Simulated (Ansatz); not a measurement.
| atom | x (Å) | y (Å) | z (Å) |
| --- | --- | --- | --- |
| N | -0.2574 | -1.4114 | 0.6656 |
| Sn | -0.1930 | 0.3799 | -0.3028 |
| H | 0.5601 | -1.6332 | 1.2190 |
| H | -1.7712 | 0.5348 | -0.9895 |
| H | -0.4702 | -2.2105 | 0.0826 |
| H | 0.0056 | 1.5309 | 0.9709 |

Geometry: PBE0-D4/def2-TZVP; core potentials replace the inner electrons of Sn.

The calculation used UKS PBE0-D4/def2-TZVPP in Ansatz.

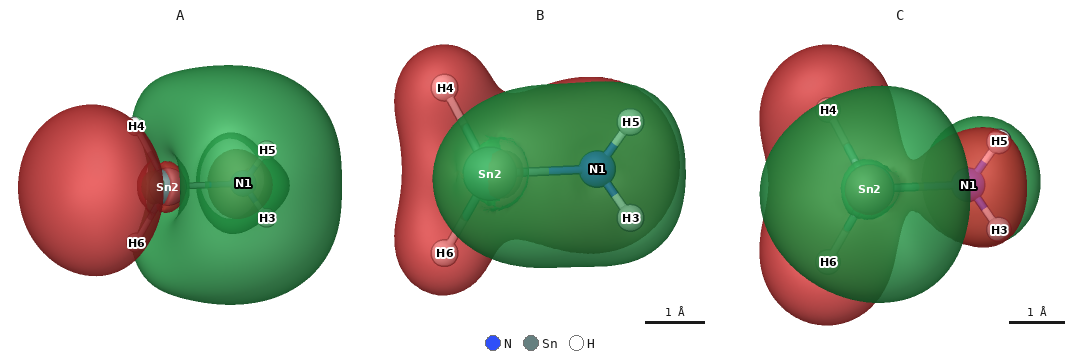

H4NSn (doublet). Three frontier orbitals at ±0.05 Å⁻³ᐟ² (green and red are the two phases), in no order.

Which picture is the HOMO−1, the HOMO and the LUMO? All are α orbitals.

B is the HOMO−1 (α) (−8.36 eV). By Hirshfeld shares it lies mainly on N1 (about 65 %) and Sn2 (about 25 %). C is the HOMO (α) (−5.67 eV). It lies mainly on Sn2 (about 65 %), N1 (about 20 %), H4 (about 10 %) and H6 (about 10 %). A is the LUMO (α) (−0.26 eV). It lies mainly on Sn2 (about 60 %), N1 (about 10 %), H3 (about 10 %) and H5 (about 10 %).

What is the gap between the highest occupied and lowest empty α orbitals?

5.41 eV between the orbital energies.
